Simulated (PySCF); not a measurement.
Ionisation energy of N⁺ ([He] 2s² 2p² → [He] 2s² 2p). PySCF, x2c-TZVPPall plus 1 diffuse shell for each l, spin-free X2C-1e, unrestricted single determinants, no spin-orbit coupling. Methods marked “valence” freeze 2 core electrons.

By method:

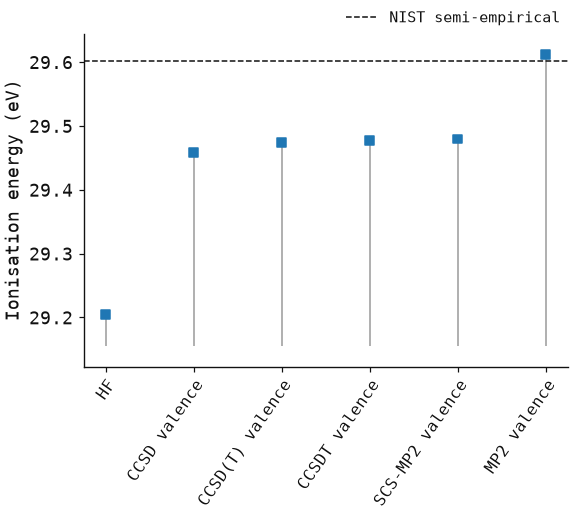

| Method | Ionisation energy (eV) |
| --- | --- |
| HF | 29.204 |
| MP2 valence | 29.613 |
| SCS-MP2 valence | 29.479 |
| CCSD valence | 29.459 |
| CCSD(T) valence | 29.474 |
| CCSDT valence | 29.476 |

The values run from 29.204 eV (HF) to 29.613 eV (MP2 valence). The NIST semi-empirical value is 29.601 eV; nearest to it come MP2 valence (+0.011) and SCS-MP2 valence (−0.122), furthest HF (−0.397 eV).
